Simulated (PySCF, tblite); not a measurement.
# C4H11FO2Si: geometry, infrared bands and NMR shifts

Wanted: the infrared bands and NMR shifts of C4H11FO2Si (`CCO[C@@](F)([SiH3])OC`), by calculation.

The runs use tblite 0.8.0 and PySCF 2.14.0, with density-fitted response routines of our own; the level of theory stands in each step. All values are computed, except where a source is named. Atoms are numbered from 0 throughout.

**1. The molecule as given**

19 atoms, charge 0, multiplicity 1; geometry from: force field or distance geometry start.

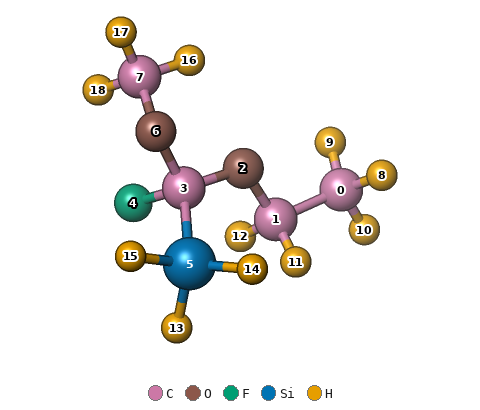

As it starts; carbon pink, oxygen brown, fluorine teal, silicon blue, hydrogen amber, atoms numbered.

**2. Relaxing the molecule with GFN2-xTB**

What the job is given:

```
{"job": {"kind": "relax", "xc": "GFN2-xTB", "basis": "xTB"}, "charge": 0, "multiplicity": 1}
C     -2.496100    -1.135200    -0.119800
C     -1.390500    -0.110900    -0.390400
O     -0.263100    -0.401500     0.356600
C      0.803900     0.440000     0.206800
F      1.258600     0.296300    -1.090800
Si     0.531400     2.222900     0.509500
O      1.887700     0.035200     1.021700
C      2.276500    -1.245200     0.665900
H     -2.850800    -1.068000     0.930100
H     -2.169400    -2.172200    -0.288800
H     -3.366500    -0.946800    -0.791900
H     -1.827900     0.845700    -0.078000
H     -1.157700    -0.175600    -1.454600
H      0.068000     2.840600    -0.744400
H     -0.313600     2.576000     1.640200
H      1.869300     2.810500     0.839100
H      1.391900    -1.926700     0.819200
H      3.080200    -1.556700     1.360600
H      2.658200    -1.318900    -0.368200
```

Started as:

```console
OMP_NUM_THREADS=1 python probes_run.py task.json out
```

The driver reads the jobs from task.json and runs them one after another.

**Question.** This job is followed by: GFN2-xTB harmonic vibrations, gas phase; GIAO PBE0/pcSseg-1 NMR shielding, non-relativistic, gas phase. What will the session give for the following? strongest single infrared mode (GFN2-xTB); zero-point energy (GFN2-xTB); 13C shifts against TMS (PBE0/pcSseg-1); 1H shifts against TMS (PBE0/pcSseg-1, means over atoms taken as alike); 17O shifts against H2O (PBE0/pcSseg-1); 19F shifts against CFCl3 (PBE0/pcSseg-1); 29Si shifts against TMS (PBE0/pcSseg-1); surface potential, least and greatest.

The runs gave:

| quantity | value |
| --- | --- |
| strongest single infrared mode (GFN2-xTB) | 778 cm⁻¹, 330 km/mol |
| zero-point energy (GFN2-xTB) | 89.4 kcal/mol |
| 13C shifts against TMS (PBE0/pcSseg-1) | 133.1, 66.3, 49.7, 17.2 ppm |
| 1H shifts against TMS (PBE0/pcSseg-1, means over atoms taken as alike) | 4.18, 4.06, 3.77, 3.65, 1.37 ppm |
| 17O shifts against H2O (PBE0/pcSseg-1) | 128.4, 99.6 ppm |
| 19F shifts against CFCl3 (PBE0/pcSseg-1) | -104.2 ppm |
| 29Si shifts against TMS (PBE0/pcSseg-1) | -68.2 ppm |
| surface potential, least and greatest | -1.12 V and 0.97 V |

Relaxing lowered the energy by 0.486 eV in 92 steps; the close pair that moved most is C3–Si5, from 1.829 to 1.933 Å. No mode is imaginary among the 51: a minimum at this level. The strongest single mode, at 778 cm⁻¹, is carried by H13, H15, H14. Unscaled tight-binding wavenumbers are off by several per cent, some by more. Its intensities can rank the bands wrongly. At PBE0/pcSseg-1: The widest tensor belongs to F4: span 207 ppm, with a paramagnetic part of -204 ppm.
